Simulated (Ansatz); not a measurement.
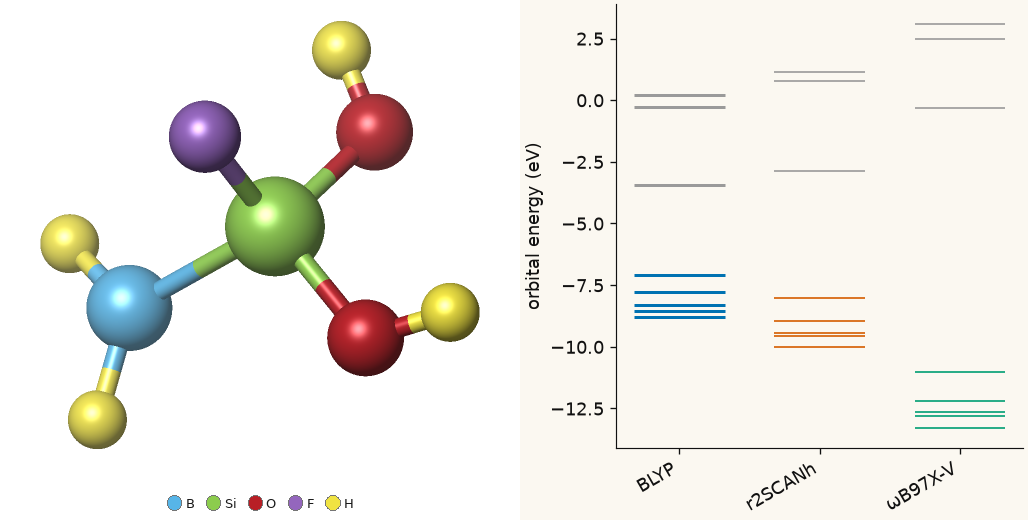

Frontier orbital energies of BSiH₄O₂F, SMILES B[Si](O)(O)F at one geometry, def2-TZVPP, the Ansatz code, at a PBE0-D4/def2-TZVP geometry (a minimum by its frequencies). Empty levels are grey, levels within 0.1 eV stand side by side; all columns show the same few orbitals around the gap.

Q: How do the frontier levels move from column to column?

A: The separation grows from 3.67 eV (BLYP) to 10.71 eV (ωB97X-V).

| level | HOMO (eV) | LUMO (eV) | separation (eV) |
| --- | --- | --- | --- |
| BLYP | −7.10 | −3.43 | 3.67 |
| r2SCANh | −8.00 | −2.89 | 5.11 |
| ωB97X-V | −11.01 | −0.30 | 10.71 |

Limits of at least one run: empty levels above zero depend strongly on the basis.
